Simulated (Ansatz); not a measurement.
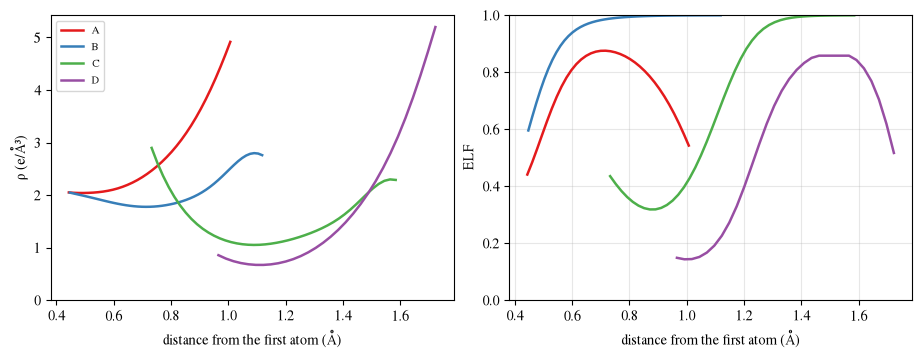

Figure. CH$_{4}$AuO (SMILES C[O][AuH-]) (charge −1). Electron density and ELF along straight lines between neighbouring atoms. The curves leave out the atomic cores.

Geometry: PBE0-D3(BJ)/def2-SVPD; core potentials replace the inner electrons of Au.

These are results of isolated molecule in a Gaussian basis; Kohn-Sham density functional theory, functional PBE0 in Ansatz, not measurements.

The calculation's input:

```
crystal:
  periodic: [false, false, false]
  atoms:
    - {symbol: C, position_ang: [-1.568165, -1.396605, -0.998415]}
    - {symbol: Au, position_ang: [0.470565, 0.749853, -0.475379]}
    - {symbol: O, position_ang: [-1.430269, -0.109958, -0.562258]}
    - {symbol: H, position_ang: [-1.218064, -1.570423, -2.047369]}
    - {symbol: H, position_ang: [-2.640831, -1.712644, -0.986161]}
    - {symbol: H, position_ang: [-1.026410, -2.156235, -0.379943]}
    - {symbol: H, position_ang: [1.890648, 1.446874, -0.391119]}
basis:
  gaussian: {orbitals: def2-TZVPD}
total_charge: -1
hamiltonian: {xc: pbe0}
output: {forces: true, orbitals: {seedname: orbitals}}
```

Run with:

```sh
ansatz run input.yaml --threads 2 --pin off --max-ram 4350MiB --events-out events.jsonl --progress --plain --runs-dir runs
```

**Which curve belongs to which contact (Au–H, Au–O, C–H and C–O)? The first atom named is at distance zero.**

Curve A: C–O (1.37 Å): ρ at the midpoint is about 2.3 e/Å³, with its minimum of 2 e/Å³ about 0.5 Å from C; the ELF peaks at about 0.90 between the atoms, as expected for a shared but strongly polarised pair. Curve B: C–H (1.12 Å): the density is about 1.9 e/Å³ at the midpoint; the ELF climbs to about 1 towards the hydrogen, as it does in any bond to H: a covalent bond by its length. Curve C: Au–H (1.58 Å): ρ is about 2.2 e/Å³ halfway; the ELF climbs to about 1 towards the hydrogen. Curve D: Au–O (2.09 Å): ρ is about 0.71 e/Å³ halfway; the ELF peaks at about 0.85 in the valence shell of O, 0.6 Å from its nucleus, and is about 0.15 at the midpoint.
